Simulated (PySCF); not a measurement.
# Single-point calculation of GeBH3BrO

The run: single-point calculation of GeBH3BrO, multiplicity 4, SMILES [GeH3][O][B]Br. Method and program: BP86/aug-cc-pVDZ, UKS (PySCF 2.14.0).

The geometry is that of the parent species in another charge or spin state. The geometry comes from this level: GFN2-xTB.

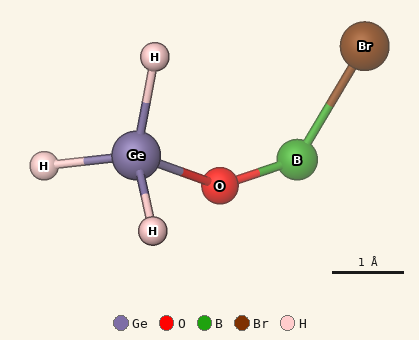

The input geometry (ball-and-stick view, seen at a tilt). Sticks mark near contacts. Bond lengths as drawn: B–Br 1.91 Å, B–O 1.30 Å, Ge–H 1.49 to 1.50 Å and Ge–O 1.80 Å.

Input (calc.py):
```python
from pyscf import gto, dft

system = gto.Mole()
system.atom = '''
Ge  -0.148010   1.004710  -0.009520
O    0.214360  -0.543490   0.832390
B    0.374580  -1.820280   0.675720
Br   0.218660  -2.689090  -1.023690
H   -0.581170   0.737550  -1.423810
H   -1.227360   1.566260   0.858950
H    1.148930   1.744340   0.089960
'''
system.spin = 3
system.charge = 0
system.max_memory = 1860
system.verbose = 3
system.basis = 'aug-cc-pvdz'
system.build()

calc0 = dft.UKS(system)
calc0.xc = 'bp86'
calc0 = calc0.density_fit(auxbasis='def2-svp-ri')
calc0.grids.level = 4
calc0.conv_tol = 1e-10
calc0.kernel()
if not calc0.converged:
    calc0 = calc0.newton().run(calc0.mo_coeff, calc0.mo_occ)

energy = calc0.e_tot
print('Final energy', energy)
```

Machine: 1 thread of Arm Neoverse V1, 24 GiB of memory available, shared host.

Launched with:
```bash
OMP_NUM_THREADS=1 python calc.py
```

Output:
```
WARN: HOMO -0.0855343401378335 >= LUMO -0.314869542889211

WARN: HOMO -0.0441320329877994 >= LUMO -0.0670736708597706

WARN: HOMO -0.072219647288807 >= LUMO -0.308438445789938

WARN: HOMO -0.0800915526728274 >= LUMO -0.217516546941089

WARN: HOMO -0.0640283925468799 >= LUMO -0.272884047962349

WARN: HOMO -0.0561640236407803 >= LUMO -0.288078491037977

WARN: HOMO -0.066364397372852 >= LUMO -0.296498097374977

WARN: HOMO -0.0673924727925823 >= LUMO -0.295596729615632

WARN: HOMO -0.0648750921343471 >= LUMO -0.29395828331838

WARN: HOMO -0.0636927368731826 >= LUMO -0.292154821966659

WARN: HOMO -0.0616988499183146 >= LUMO -0.289663470889544

WARN: HOMO -0.0620549413089093 >= LUMO -0.289308381512005

WARN: HOMO -0.062559333849538 >= LUMO -0.288947829045294

WARN: HOMO -0.0627574485539162 >= LUMO -0.288707934182047

WARN: HOMO -0.0639447765542713 >= LUMO -0.289194045242542

WARN: HOMO -0.0638246769393405 >= LUMO -0.288869367032029

WARN: HOMO -0.0637182308347115 >= LUMO -0.288801593632035

WARN: HOMO -0.0636796436843676 >= LUMO -0.2888056872556

WARN: HOMO -0.0636591748607223 >= LUMO -0.288776563701185

WARN: HOMO -0.0636330809356256 >= LUMO -0.288770200098624

WARN: HOMO -0.0636439216299154 >= LUMO -0.288766718460803

WARN: HOMO -0.063630899945021 >= LUMO -0.288751945300656

WARN: HOMO -0.0636299768239823 >= LUMO -0.288747771400564

WARN: HOMO -0.0636267620192874 >= LUMO -0.288740395161219

WARN: HOMO -0.063626071264804 >= LUMO -0.288740398539531

WARN: HOMO -0.0636266151560938 >= LUMO -0.2887408728481

WARN: HOMO -0.0636263223312468 >= LUMO -0.288740842848121

converged SCF energy = -4771.99235309189  <S^2> = 3.7539083  2S+1 = 4.0019537
Final energy -4771.9923530918895
```

Results in brief:

| quantity | value |
| --- | --- |
| outcome | converged |
| total energy | −4771.992353 hartree |
| basis functions | 145 |
| ⟨S²⟩ | 3.754 |
| dipole moment | 4.08 D |
| wall time | 2 min |
| peak memory | 0.57 GiB |
